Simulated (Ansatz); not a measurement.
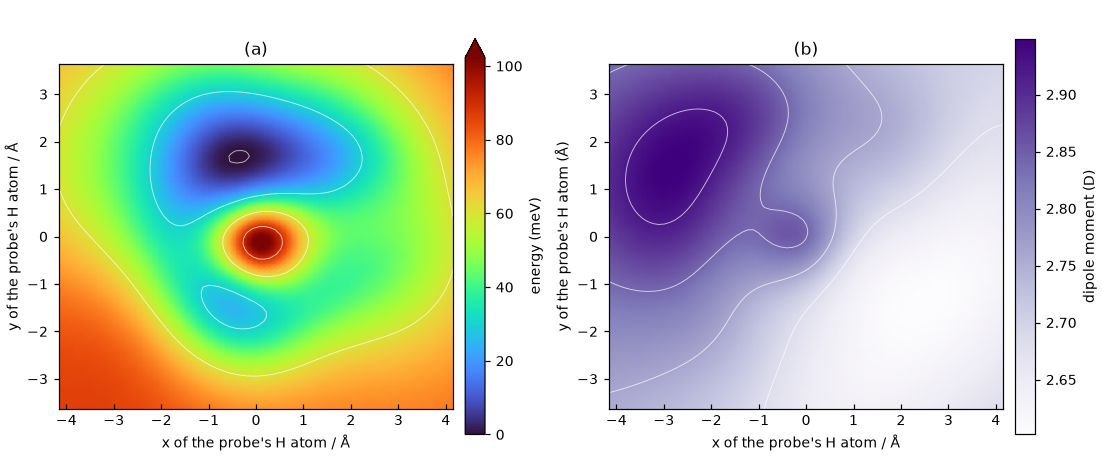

C₂H₈SSi (SMILES CC([SiH3])S) with the probe H2O. 
- The probe is moved over a plane parallel to the molecule's main plane, 3.17 Å above it.
- Coordinates scanned: (1) x of the probe's H atom; (2) y of the probe's H atom.
- Nothing is relaxed (molecule and probe rigid, the probe upright with H nearest the plane).
- The scan uses a 17 × 15 grid.
- Points are written as (first, second).
- Energies: meV, counted from the lowest grid point.
- The calculation used Ansatz, RKS PBE0-D4/def2-SVP.

Panel (a) is the energy; panel (b) is the computed dipole moment, in D.

Drawn: a smooth colour map with a few white contour lines, one colour for all values above the top of the scale. Between grid points the surface is interpolated.

> How does the dipole moment vary over the map, and what is it at the lowest grid point?

Leaving out the highest fifth of the energies, it runs from 2.60 D at (2.60 Å, −1.56 Å) to 2.95 D at (−2.60 Å, 1.56 Å). At the lowest grid point, (−0.52 Å, 1.56 Å), it is 2.82 D.

```tsv
y of the probe's H atom ↓, x of the probe's H atom →	−3.64	−2.60	−1.56	−0.52	0.52	1.56	2.60	3.64
3.64	2.84	2.85	2.85	2.81	2.77	2.74	2.72	2.70
3.12	2.87	2.89	2.89	2.84	2.78	2.75	2.72	2.70
2.60	2.89	2.92	2.91	2.85	2.79	2.76	2.72	2.69
2.08	2.91	2.94	2.91	2.84	2.78	2.76	2.72	2.68
1.56	2.93	2.95	2.90	2.82	2.77	2.74	2.70	2.67
1.04	2.93	2.94	2.88	2.82	2.76	2.72	2.68	2.65
0.52	2.92	2.92	2.86	2.84	2.77	2.69	2.65	2.64
0.00	2.90	2.90	2.84	2.85	2.77	2.66	2.63	2.62
−0.52	2.87	2.87	2.82	2.81	2.72	2.63	2.61	2.61
−1.04	2.84	2.83	2.79	2.75	2.67	2.62	2.60	2.61
−1.56	2.82	2.81	2.76	2.71	2.65	2.61	2.60	2.62
−2.08	2.80	2.79	2.75	2.69	2.64	2.61	2.61	2.63
−2.60	2.78	2.76	2.73	2.68	2.64	2.61	2.62	2.64
−3.12	2.76	2.75	2.71	2.67	2.64	2.62	2.63	2.65
−3.64	2.75	2.73	2.70	2.67	2.64	2.63	2.65	2.67
```

The table holds every second grid line.
